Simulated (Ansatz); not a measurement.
## Fields on a plane of WP2 (space group Cmc2_1)

```yaml
crystal:
  lattice:
    - [1.57438, -5.56815, 0.00000]
    - [1.57438, 5.56815, 0.00000]
    - [0.00000, 0.00000, 4.95319]
  atoms:
    - { symbol: P, position: [0.07010, 0.92990, 0.38279] }
    - { symbol: P, position: [0.92990, 0.07010, 0.88279] }
    - { symbol: P, position: [0.79695, 0.20305, 0.20057] }
    - { symbol: P, position: [0.20305, 0.79695, 0.70057] }
    - { symbol: W, position: [0.40678, 0.59322, 0.49964] }
    - { symbol: W, position: [0.59322, 0.40678, 0.99964] }
```

The slice is a (001) plane (indices of the conventional cell) through the point (0.203, 0.797, 0.701) (fractional), spanned by u = [110] and v = [1 -1 0] in vectors of this cell: u (3.15 Å) and v (11.14 Å, at 90° to u). It covers one period; positions are fractions (u, v).

Atoms on it: P at (0.00, 0.00); P at (0.50, 0.50). Other atoms lie within 1 Å of the plane.

Calculation: PBEsol (plane waves to 420 eV, PAW, scalar-relativistic; Ansatz, a program for electronic structure). k mesh 15×15×10. These are valence fields of a PAW run, semicore shells included where kept as valence: close to a nucleus they are smooth pseudo fields. Spin-orbit coupling is left out, though W is heavy. WP2 is run without spin polarisation. WP2 was relaxed with its symmetry unable to fall.

```
|7799997766779999|
|9999776655667799|
|7766665555556666|
|5555555555555555|
|5555556666665555|
|7777776666667777|
|8888888888888888|
|9999889999998899|
|8888888899888888|
|6666667777776666|
|4444667788776644|
|3355779999997755|
|4466889988998866|
|5577997700779977|
|6677999977999977|
|5566779999997766|
|5555666677666655|
|5555555555555555|
|6666555555555566|
|6666777777777766|
|8888888888888888|
|9999889999998899|
|9988888888888888|
|7777666666666677|
|8877664444446677|
|9999775533557799|
|8899886644668899|
|0077997755779977|
```
Scale: ten equal steps from -1.55 (start of '0') to -0.11 (end of '9'), in the order '0123456789'. Values: log₁₀ of the valence density in e/Å³. The map has 8 points along u (two characters each, u = 0 at the left) and 28 along v (v = 0 in the bottom row). The scale is logarithmic, as a density can span decades between atoms and voids.

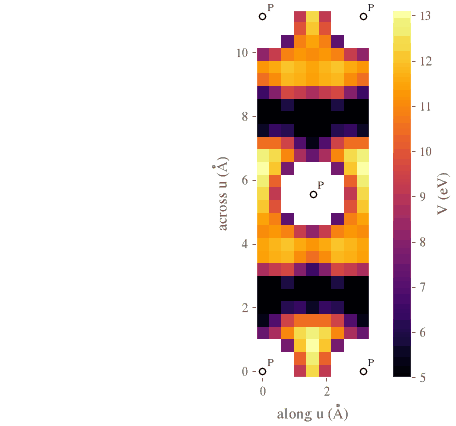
Fig. 1. Electrostatic potential energy of an electron, from the cell's mean, in eV, one period of the plane, atoms marked. Points within 0.9 Å of a nucleus are left white, as the pseudised field means little there. Values under 5 eV are set to 5. The zero, the cell's mean, hangs on the PAW cores.
